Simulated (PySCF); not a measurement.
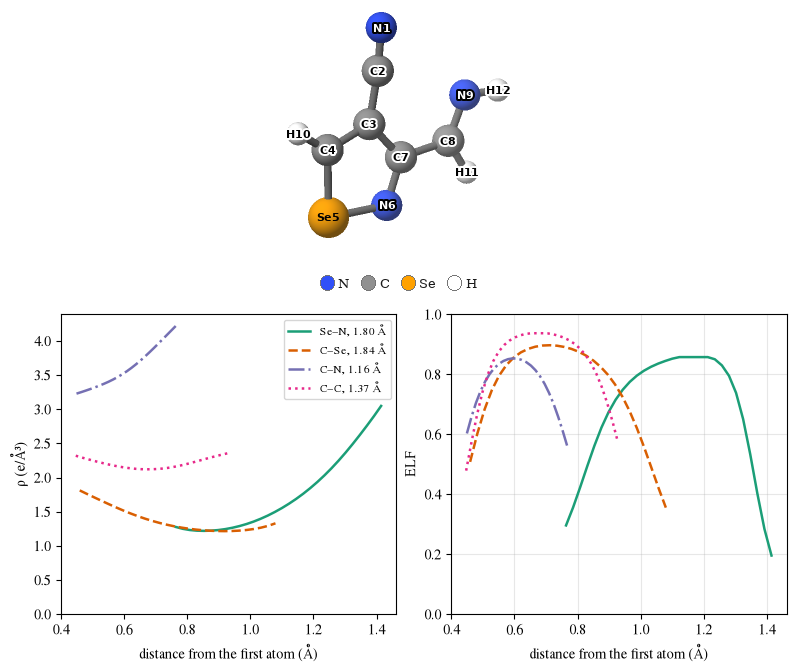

*C$_{5}$H$_{3}$N$_{3}$Se (SMILES [H]/N=C/c1n[se]cc1C#N). Total electron density and electron localisation function along straight lines between neighbouring atoms. The curves leave out the atomic cores. The structure is drawn too.*

Geometry: PBE0-D3(BJ)/def2-SVP.

Theory: PySCF, B3LYP/def2-SVPD, SCF density, gas phase.

```xyz
12

N    -0.0323    2.6785    1.2168
C     0.2569    1.6836    0.6973
C     0.7340    0.5020    0.0541
C     2.0531    0.3725   -0.3113
Se    2.3151   -1.2635   -1.1059
N     0.5785   -1.6621   -0.8803
C    -0.0427   -0.6719   -0.2906
C    -1.4846   -0.8383   -0.0297
N    -2.1594    0.0729    0.5344
H     2.8363    1.1156   -0.1612
H    -1.8776   -1.8118   -0.3724
H    -3.1381   -0.2053    0.6403
```

**Compare the contacts.**

Se–N (1.80 Å): the density is about 1.2 e/Å³ at the midpoint; the ELF peaks at about 0.85 between the atoms; a covalent bond.
C–Se (1.84 Å): ρ at the midpoint is about 1.2 e/Å³; the ELF peaks at about 0.90 between the atoms; localised, covalent bonding.
C–N (1.16 Å): ρ is about 3.5 e/Å³ halfway; the ELF peaks at about 0.85 between the atoms (a short, multiple covalent bond).
C–C (1.37 Å): ρ at the midpoint is about 2.1 e/Å³; the ELF peaks at about 0.95 between the atoms, as expected for a covalent bond.
